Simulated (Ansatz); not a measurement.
An ideal cubic perovskite cell is held by its symmetry; such compounds can tilt or shift off centre at room temperature. The starting structures come from a database of crystals and need not be the phases stable at ambient conditions.

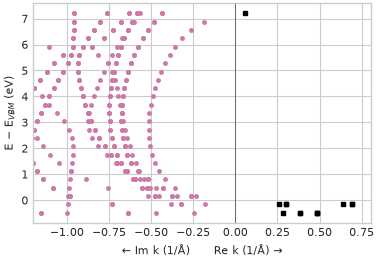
Complex bands at the centre of the two-dimensional zone; r2SCAN (Ansatz, an electronic-structure program)

The gap is the functional's own, uncorrected, and κ follows it; spin-orbit coupling is left out. Mid-gap values are interpolated between the computed energies.

Q: This is CsSrF$_{3}$ (Pm-3m, cubic perovskite, not sure to be the ambient phase, 5 atoms a cell, 21.6 Å³ an atom) along the normal of (111). Read off the slowest decay at the centre of the two-dimensional zone at 3.68 eV, the computed energy nearest the middle of the gap.

A: κ ≈ 0.50 1/Å, a decay length 1/(2κ) of the density of 1.00 Å.
